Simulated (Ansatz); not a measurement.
# AlNH (doublet): correlated methods under varied settings at scale of all distances = 1.509

What do other methods and options give for AlNH (doublet) at this geometry, and how long do they take?

The runs use Ansatz 0.2.0, Gaussian basis; the settings change from run to run.

16 further runs of the same task are left out: 5 for a known fault of the program, 10 that didn't finish, 1 set aside as unsound or not needed.

## Step 1: The system

The geometry derives from a PBE0/def2-TZVP stationary point (not a proven minimum). All distances are scaled together.

3 atoms, charge 0, spin multiplicity 2.

Atoms are counted from 1 here; the program's logs count them from 0.

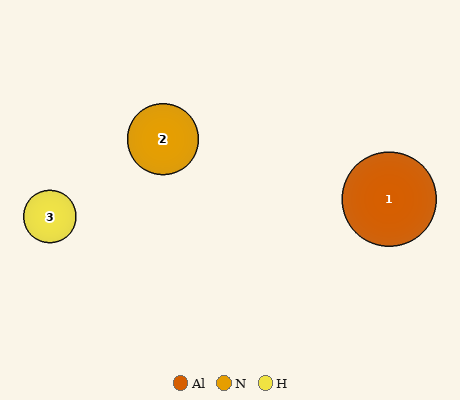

The geometry (aluminium orange, nitrogen amber, hydrogen yellow); atoms are numbered from 1 in the order of the file.

## Step 2: NEVPT2(5,6)/def2-mTZVP

Contents of in.yaml:

```yaml
crystal:
  periodic: [false, false, false]
  atoms:
    - {symbol: Al, position_ang: [0.000000, 0.049308, 0.960517]}
    - {symbol: N, position_ang: [0.000000, -0.160951, -1.652815]}
    - {symbol: H, position_ang: [0.000000, 0.916697, -2.743950]}
basis:
  gaussian: {orbitals: def2-mTZVP}
magnetization: {spin_polarized: false, initial_magnetization: 1}
correlation: {method: sc_nevpt2, electrons: outside_noble_gas, active_space: {window: {electrons: 5, orbitals: 6}}}
scf: {lower_state_search: full}
output: {forces: true}
```

Started as:

```
ansatz run in.yaml --threads 1 --pin off --events-out ev --progress --plain --max-ram 2393MiB
```

The log of the run, cut to the lines that bear on the results:

```text
Functional definition: HF
  name "HF"
  cite "Fock, Z. Phys. 61, 126 (1930) doi:10.1007/BF01340294"
  parent pbe
[...]
382 factors; integrals over basis functions are off by at most 6.3e-4 eV
[...]
mean field -8075.14600756 eV, -296.7561422472 hartree, gradient 8.4e-7 eV, S^2 0.750000; 15 other end points of the search recorded, 0 dependent functions left out
reference -8075.14600756 eV, -296.7561422472 hartree; 11, 10 occupied and 33, 34 virtual orbitals, 382 factors
state -8077.79570512 eV, -296.8535168368 hartree
state -8077.79570512 eV, -296.8535168368 hartree; corrected -8081.06954177 eV, -296.9738281143 hartree
state -8077.14410608 eV, -296.8295710137 hartree
state -8077.14410608 eV, -296.8295710137 hartree; corrected -8081.15820981 eV, -296.9770866049 hartree
state -8077.14410608 eV, -296.8295710137 hartree; corrected -8081.15820981 eV, -296.9770866049 hartree
the orbitals are reached from a further start. From the first start the search ends at -8077.79567656 eV, -296.8535157872 hartree
[...]
WARN: the results are in doubt because another end's mean lies 0.652 eV lower, and its corrected mean 0.089 eV higher
Total energy: -8081.15820981 eV, -296.9770866049 hartree
Atom 0 at     0.000000     0.049308     0.960517 Å, force    -0.000000     0.098248    -2.476498 eV/Å
Atom 1 at     0.000000    -0.160951    -1.652815 Å, force    -0.000000     2.371637    -0.745739 eV/Å
Atom 2 at     0.000000     0.916697    -2.743950 Å, force     0.000000    -2.469885     3.222237 eV/Å
Dipole moment:    -0.000000     0.230203     0.937693 e Å
In doubt: another end's mean lies 0.652 eV lower, and its corrected mean 0.089 eV higher
```

Wall time 3.5 s (1 thread of Arm Neoverse V1, shared host).

From the report: 148 determinants; active occupations 1.90, 1.86, 1.00, 0.14, 0.05, 0.05. The program marks this result as in doubt; its last lines say why.

## Step 3: HF/6-31G*

Contents of in.yaml:

```yaml
crystal:
  periodic: [false, false, false]
  atoms:
    - {symbol: Al, position_ang: [0.000000, 0.049308, 0.960517]}
    - {symbol: N, position_ang: [0.000000, -0.160951, -1.652815]}
    - {symbol: H, position_ang: [0.000000, 0.916697, -2.743950]}
basis:
  gaussian: {orbitals: "6-31G*"}
magnetization: {spin_polarized: false, initial_magnetization: 1}
hamiltonian: {xc: hf}
output: {orbitals: {seedname: orbitals}}
```

Launched as before.

The log of the run, cut to the lines that bear on the results:

```text
Functional definition: HF
  name "HF"
  cite "Fock, Z. Phys. 61, 126 (1930) doi:10.1007/BF01340294"
  parent pbe
[...]
332 factors; integrals over basis functions are off by at most 1.0e-3 eV
[...]
mean field -8074.09122133 eV, -296.7173795684 hartree, gradient 9.5e-6 eV, S^2 0.750000; 5 other end points of the search recorded, 0 dependent functions left out
reference -8074.09122133 eV, -296.7173795684 hartree; 11, 10 occupied and 25, 26 virtual orbitals, 332 factors
Total energy: -8074.09122133 eV, -296.7173795684 hartree
```

It took 0.48 s on 1 thread of Arm Neoverse V1, shared host.

## Step 4: CASCI(1,2)/6-31G

in.yaml, as its differences from that of step 3:

```diff
@@ -7,5 +7,5 @@
 basis:
-  gaussian: {orbitals: "6-31G*"}
+  gaussian: {orbitals: 6-31G}
 magnetization: {spin_polarized: false, initial_magnetization: 1}
-hamiltonian: {xc: hf}
-output: {orbitals: {seedname: orbitals}}
+correlation: {active_space: {window: {electrons: 1, orbitals: 2}, fixed_orbitals: true}}
+output: {forces: true}
```

Same command.

The log of the run, cut to the lines that bear on the results:

```text
Functional definition: HF
  name "HF"
  cite "Fock, Z. Phys. 61, 126 (1930) doi:10.1007/BF01340294"
  parent pbe
[...]
302 factors; integrals over basis functions are off by at most 1.9e-4 eV
[...]
mean field -8073.84506285 eV, -296.7083334111 hartree, gradient 4.5e-6 eV, S^2 0.750000; 12 other end points of the search recorded, 0 dependent functions left out
reference -8073.84506285 eV, -296.7083334111 hartree; 11, 10 occupied and 13, 14 virtual orbitals, 302 factors
state -8073.84506285 eV, -296.7083334111 hartree
[...]
Total energy: -8073.84506285 eV, -296.7083334111 hartree
Atom 0 at     0.000000     0.049308     0.960517 Å, force    -0.000000     0.065723    -2.683461 eV/Å
Atom 1 at     0.000000    -0.160951    -1.652815 Å, force    -0.000000     3.199614    -1.305692 eV/Å
Atom 2 at     0.000000     0.916697    -2.743950 Å, force     0.000000    -3.265337     3.989153 eV/Å
Dipole moment:    -0.000000     0.216743     1.074225 e Å
```

Run time: 0.51 s. Hardware: 1 thread of Arm Neoverse V1, shared host.

From the report: 1 determinant; active occupations 1.00, 0.00. With so small a space the active step adds no correlation: the energy is the mean field's.

## Step 5: HF/6-31G

Contents of in.yaml:

```yaml
crystal:
  periodic: [false, false, false]
  atoms:
    - {symbol: Al, position_ang: [0.000000, 0.049308, 0.960517]}
    - {symbol: N, position_ang: [0.000000, -0.160951, -1.652815]}
    - {symbol: H, position_ang: [0.000000, 0.916697, -2.743950]}
basis:
  gaussian: {orbitals: 6-31G, fitting: {mean_field: def2-universal-jkfit}}
magnetization: {spin_polarized: false, initial_magnetization: 1}
hamiltonian: {xc: hf}
output: {orbitals: {seedname: orbitals}}
```

Same command.

The log of the run:

```text
Functional definition: HF
  name "HF"
  cite "Fock, Z. Phys. 61, 126 (1930) doi:10.1007/BF01340294"
  parent pbe
  exchange = exact_x
  correlation = 0
223 factors; integrals over basis functions are off by at most 1.4e-1 eV
mean field evaluation 1: about -8069.2196 eV, gradient 3.0e1 eV
mean field evaluation 2: about -8056.3627 eV, gradient 6.2e1 eV
mean field evaluation 4: about -8073.1287 eV, gradient 4.4e0 eV
mean field evaluation 8: about -8073.3357 eV, gradient 4.7e-1 eV
mean field evaluation 16: about -8073.8408 eV, gradient 3.4e-1 eV
mean field evaluation 32: about -8073.1793 eV, gradient 3.6e0 eV
mean field evaluation 64: about -8070.5310 eV, gradient 3.6e0 eV
mean field evaluation 96: about -8071.1340 eV, gradient 1.2e0 eV
mean field evaluation 128: about -8073.3444 eV, gradient 1.7e-4 eV
mean field -8073.84512519 eV, -296.7083357020 hartree, gradient 9.3e-6 eV, S^2 0.750000; 4 other end points of the search recorded, 0 dependent functions left out
reference -8073.84512519 eV, -296.7083357020 hartree; 11, 10 occupied and 13, 14 virtual orbitals, 223 factors
Total energy: -8073.84512519 eV, -296.7083357020 hartree
```

Run time: 0.24 s. Hardware: 1 thread of Arm Neoverse V1, shared host.

## Step 6: BCCD(T) on UHF/def2-mTZVP

Contents of in.yaml:

```yaml
crystal:
  periodic: [false, false, false]
  atoms:
    - {symbol: Al, position_ang: [0.000000, 0.049308, 0.960517]}
    - {symbol: N, position_ang: [0.000000, -0.160951, -1.652815]}
    - {symbol: H, position_ang: [0.000000, 0.916697, -2.743950]}
basis:
  gaussian: {orbitals: def2-mTZVP}
magnetization: {spin_polarized: true, initial_magnetization: 1}
correlation: {method: bccd_t, electrons: outside_noble_gas}
accuracy: high
scf: {omitted_lower_state_checks: [cluster_reference]}
output: {forces: true}
```

The command is unchanged.

The log of the run, cut to the lines that bear on the results:

```text
Functional definition: HF
  name "HF"
  cite "Fock, Z. Phys. 61, 126 (1930) doi:10.1007/BF01340294"
  parent pbe
[...]
736 factors; integrals over basis functions are off by at most 3.6e-9 eV
[...]
mean field -8076.02431620 eV, -296.7884194945 hartree, gradient 2.9e-8 eV, S^2 1.934975; 17 other end points of the search recorded, 0 dependent functions left out
6 core orbitals not correlated: weight in the atoms' cores, before any rotation towards them, 1.000 or more for the frozen orbitals, at most 0.000 for the correlated occupied ones
reference -8076.02431620 eV, -296.7884194945 hartree; 5, 4 occupied and 33, 34 virtual orbitals, 736 factors
second order -3.84793533 eV of doubles, -0.00000000 eV of singles
cycle   1  -4.52776622 eV  change   -6.8e-1 eV  update   1.1e-1
[...]
cycle  44  -5.60858703 eV  change  -6.4e-10 eV  update   1.1e-9
perturbative correction -0.30946115 eV, -0.0113724875 hartree
[...]
Total energy: -8081.94236438 eV, -297.0059037535 hartree
Atom 0 at     0.000000     0.049308     0.960517 Å, force     0.000000     0.097361    -2.216213 eV/Å
Atom 1 at     0.000000    -0.160951    -1.652815 Å, force    -0.000000     2.328670    -0.908690 eV/Å
Atom 2 at     0.000000     0.916697    -2.743950 Å, force     0.000000    -2.426032     3.124902 eV/Å
Dipole moment:     0.000000     0.206407     0.777546 e Å
Checks for a lower state left out: cluster_reference
```

Wall time 14 s (1 thread of Arm Neoverse V1, shared host).

From the report: ⟨S²⟩ of the determinant 1.935 (pure doublet: 0.75); correlation -5.9180 eV; largest double amplitude 0.10. The determinant is far from a pure spin state, so its energy mixes those of several spin states (harmless only where they are near-degenerate, as at dissociation).

## Step 7: NEVPT4(SD)(9,7)/6-31G

Contents of in.yaml:

```yaml
crystal:
  periodic: [false, false, false]
  atoms:
    - {symbol: Al, position_ang: [0.000000, 0.049308, 0.960517]}
    - {symbol: N, position_ang: [0.000000, -0.160951, -1.652815]}
    - {symbol: H, position_ang: [0.000000, 0.916697, -2.743950]}
basis:
  gaussian: {orbitals: 6-31G}
magnetization: {spin_polarized: false, initial_magnetization: 1}
correlation: {method: fic_nevpt4_sd, electrons: outside_noble_gas, active_space: {window: {electrons: 9, orbitals: 7}}}
scf: {lower_state_search: light}
```

The command is unchanged.

The log of the run, cut to the lines that bear on the results:

```text
Functional definition: HF
  name "HF"
  cite "Fock, Z. Phys. 61, 126 (1930) doi:10.1007/BF01340294"
  parent pbe
[...]
302 factors; integrals over basis functions are off by at most 1.9e-4 eV
[...]
mean field -8073.84506285 eV, -296.7083334111 hartree, gradient 4.5e-6 eV, S^2 0.750000; 12 other end points of the search recorded, 0 dependent functions left out
reference -8073.84506285 eV, -296.7083334111 hartree; 11, 10 occupied and 13, 14 virtual orbitals, 302 factors
state -8076.35457565 eV, -296.8005563053 hartree
state -8076.35457565 eV, -296.8005563053 hartree; corrected -8078.52390591 eV, -296.8802777221 hartree
state -8074.52011435 eV, -296.7331410961 hartree
state -8074.52011435 eV, -296.7331410961 hartree; corrected -8078.11002636 eV, -296.8650679293 hartree
state -8076.35457565 eV, -296.8005563053 hartree; corrected -8078.52390591 eV, -296.8802777221 hartree
Total energy: -8078.52390591 eV, -296.8802777221 hartree
```

It took 3.2 s on 1 thread of Arm Neoverse V1, shared host.

From the report: 345 determinants; active occupations 2.00, 2.00, 1.87, 1.84, 1.00, 0.17, 0.13.

## Step 8: CCSD(T)/6-31G

in.yaml, as its differences from that of step 7:

```diff
@@ -9,3 +9,4 @@
 magnetization: {spin_polarized: false, initial_magnetization: 1}
-correlation: {method: fic_nevpt4_sd, electrons: outside_noble_gas, active_space: {window: {electrons: 9, orbitals: 7}}}
+hamiltonian: {xc: {name: B3LYP}}
+correlation: {method: ccsd_t, electrons: valence}
 scf: {lower_state_search: light}
```

Launched as before.

The log of the run, cut to the lines that bear on the results:

```text
Functional definition: B3LYP
  name "B3LYP"
  cite "Stephens, Devlin, Chabalowski & Frisch, J. Phys. Chem. 98, 11623 (1994) doi:10.1021/j100096a001"
  cite "Becke, Phys. Rev. A 38, 3098 (1988) doi:10.1103/PhysRevA.38.3098"
  cite "Lee, Yang & Parr, Phys. Rev. B 37, 785 (1988) doi:10.1103/PhysRevB.37.785"
  cite "Vosko, Wilk & Nusair, Can. J. Phys. 58, 1200 (1980) doi:10.1139/p80-159"
[...]
302 factors; integrals over basis functions are off by at most 1.9e-4 eV
[...]
mean field -8097.15837165 eV, -297.5650817072 hartree, gradient 2.3e-6 eV, S^2 0.750000; 4 other end points of the search recorded, 0 dependent functions left out
[...]
unrestricted determinant -8074.90175547 eV, -296.7471661484 hartree, S^2 2.0557
6 core orbitals not correlated: weight in the atoms' cores, before any rotation towards them, 1.000 or more for the frozen orbitals, at most 0.000 for the correlated occupied ones
reference -8073.37179622 eV, -296.6909411832 hartree; 5, 4 occupied and 13, 14 virtual orbitals, 302 factors
second order -4.31096064 eV of doubles, -0.33116096 eV of singles
cycle   1  -4.36333394 eV  change    2.7e-1 eV  update   1.6e-1
[...]
cycle  20  -5.04278102 eV  change   -4.2e-7 eV  update   5.7e-6
perturbative correction -0.22711513 eV, -0.0083463270 hartree
Total energy: -8078.64169237 eV, -296.8846062944 hartree
```

Run time: 3.4 s. Hardware: 1 thread of Arm Neoverse V1, shared host.

From the report: correlation -5.2699 eV; T1 0.041; largest double amplitude 0.12. The orbitals are Kohn-Sham ones, so correlation energy and T1 don't compare with those on Hartree-Fock orbitals.

## Step 9: CASSCF(5,4)/6-31G

in.yaml, as its differences from that of step 8:

```diff
@@ -9,4 +9,4 @@
 magnetization: {spin_polarized: false, initial_magnetization: 1}
-hamiltonian: {xc: {name: B3LYP}}
-correlation: {method: ccsd_t, electrons: valence}
+hamiltonian: {pseudopotentials: {relativity: none}}
+correlation: {active_space: {window: {electrons: 5, orbitals: 4}}}
 scf: {lower_state_search: light}
```

The command is unchanged.

The log of the run, cut to the lines that bear on the results:

```text
Functional definition: HF
  name "HF"
  cite "Fock, Z. Phys. 61, 126 (1930) doi:10.1007/BF01340294"
  parent pbe
[...]
302 factors; integrals over basis functions are off by at most 1.9e-4 eV
[...]
mean field -8073.84506285 eV, -296.7083334111 hartree, gradient 5.3e-6 eV, S^2 0.750000; 12 other end points of the search recorded, 0 dependent functions left out
reference -8073.84506285 eV, -296.7083334111 hartree; 11, 10 occupied and 13, 14 virtual orbitals, 302 factors
state -8075.16809288 eV, -296.7569538679 hartree
Total energy: -8075.16809288 eV, -296.7569538679 hartree
```

Wall time 0.87 s (1 thread of Arm Neoverse V1, shared host).

From the report: 24 determinants; active occupations 2.00, 1.86, 1.00, 0.14.

## Step 10: CISD/6-31++G**

Contents of in.yaml:

```yaml
crystal:
  periodic: [false, false, false]
  atoms:
    - {symbol: Al, position_ang: [0.000000, 0.049308, 0.960517]}
    - {symbol: N, position_ang: [0.000000, -0.160951, -1.652815]}
    - {symbol: H, position_ang: [0.000000, 0.916697, -2.743950]}
basis:
  gaussian: {orbitals: "6-31++G**", fitting: {mean_field: def2-universal-jkfit}}
magnetization: {spin_polarized: false, initial_magnetization: 1}
correlation: {active_space: {ras: {orbitals: [4, 1, 37], electrons: 9, max_holes: 2, max_particles: 2}, fixed_orbitals: true}}
```

Launched as before.

The log of the run:

```text
Functional definition: HF
  name "HF"
  cite "Fock, Z. Phys. 61, 126 (1930) doi:10.1007/BF01340294"
  parent pbe
  exchange = exact_x
  correlation = 0
223 factors; integrals over basis functions are off by at most 4.2e-1 eV
mean field evaluation 1: about -8068.8428 eV, gradient 3.4e1 eV
mean field evaluation 2: about -8054.6516 eV, gradient 6.6e1 eV
mean field evaluation 4: about -8073.7886 eV, gradient 4.4e0 eV
mean field evaluation 8: about -8073.9654 eV, gradient 2.4e-1 eV
mean field evaluation 16: about -8074.4304 eV, gradient 5.2e-2 eV
mean field evaluation 32: about -8064.1490 eV, gradient 8.1e0 eV
mean field evaluation 64: about -8073.8291 eV, gradient 3.5e0 eV
mean field evaluation 96: about -8073.8936 eV, gradient 2.7e0 eV
mean field -8074.43048321 eV, -296.7298472124 hartree, gradient 1.2e-6 eV, S^2 0.750000; 11 other end points of the search recorded, 0 dependent functions left out
reference -8074.43048321 eV, -296.7298472124 hartree; 11, 10 occupied and 37, 38 virtual orbitals, 223 factors
state -8080.32152954 eV, -296.9463391718 hartree
Total energy: -8080.32152954 eV, -296.9463391718 hartree
```

Run time: 2.7 s. Hardware: 1 thread of Arm Neoverse V1, shared host.

From the report: 33,121 determinants.

## Step 11: All runs side by side

Where basis and cores are those of an earlier FCI/6-31G run (-8078.7396 eV), and the state is the same kind, the miss against it is given. † marks a result that the program doubts.

| level | correlated | functions | energy (eV) | from FCI (meV) | time |
| --- | --- | --- | --- | --- | --- |
| NEVPT2(5,6)/def2-mTZVP † | outside noble gas | 44 | -8081.1582 |  | 3.5 s |
| HF/6-31G* |  | 36 | -8074.0912 |  | 0.48 s |
| CASCI(1,2)/6-31G |  | 24 | -8073.8451 | 4894.5 | 0.51 s |
| HF/6-31G |  | 24 | -8073.8451 | 4894.4 | 0.24 s |
| BCCD(T) on UHF/def2-mTZVP | outside noble gas | 44 | -8081.9424 |  | 14 s |
| NEVPT4(SD)(9,7)/6-31G | outside noble gas | 24 | -8078.5239 | 215.7 | 3.2 s |
| CCSD(T)/6-31G (on B3LYP orbitals) | valence | 24 | -8078.6417 | 97.9 | 3.4 s |
| CASSCF(5,4)/6-31G |  | 24 | -8075.1681 |  | 0.87 s |
| CISD/6-31++G** | outside noble gas | 48 | -8080.3215 |  | 2.7 s |

## Step 12: Outcome

| quantity | value |
| --- | --- |
| runs | 9 |
| quickest | HF/6-31G, 0.24 s |
| slowest | BCCD(T) on UHF/def2-mTZVP, 14 s |

In words: Total energies in different bases, with other cores or another treatment of relativity can't be set against each other. BCCD(T) on UHF/def2-mTZVP took 56 times as long as HF/6-31G; the jobs differ in more than the method. Among the correlated runs with a miss given, it spans +98 to +216 meV. Hartree-Fock, CASSCF and CASCI lack dynamic correlation by design. Cores frozen from Kohn-Sham orbitals shift the total energy.
